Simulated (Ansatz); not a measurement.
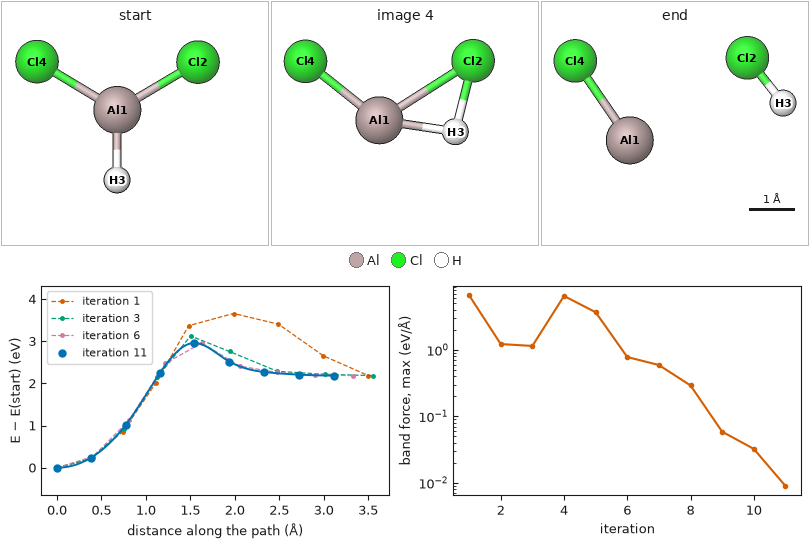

NEB run on AlHCl2. Images are numbered from 0 (start) to 8 (end). The plot follows the band through its iterations. Style: ball-and-stick. Shown face on.

These are results of RKS PBE0-D4/def2-SVP in Ansatz, not measurements. Settings: 7 movable images; climbing image; force threshold 0.03 eV/Å; iteration limit 60; starting path through a guess of the saddle point.

> How did the profile develop, and is the result final?

The result is final at these settings. The band converged in 11 iterations. The largest component of the band force went from 6.6 to 0.009 eV/Å. The climbing image converged on the top of the path. Its vibrational analysis gives one imaginary mode (1025i cm⁻¹), as a transition state must have. The first iteration put the highest image at 3.66 eV. The energy climbs by 2.96 eV to image 4 and then falls by 0.77 eV, so the end point sits at +2.18 eV.

The run took 98 s on 1 thread of Arm Neoverse V2, on a shared host, peak memory 0.12 GiB.
